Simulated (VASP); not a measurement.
Band structure of WTe (relaxed from the NiAs type structure, space group P6_3/mmc). Level of theory: PBEsol GGA, VASP's PBE PAW potentials (set 64) (plane waves; VASP).

Unless said otherwise, spin-orbit coupling is left out, though it shifts the bands of the heavy elements here.

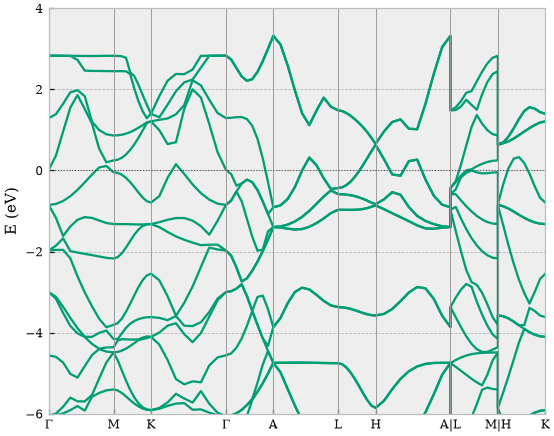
Figure: Bands along high-symmetry lines, zero at the valence-band maximum or, without a gap, the Fermi level

Task: Read the plot: is there a gap, and where are the band edges?

Result: It has no gap at this level: it comes out as a metal or semimetal. (Edges off the drawn lines would not show.)

The structure was generated: WTe was put into the NiAs type type (P6_3/mmc), which need not be its known phase. It was relaxed first, which changed the volume by -36 %.
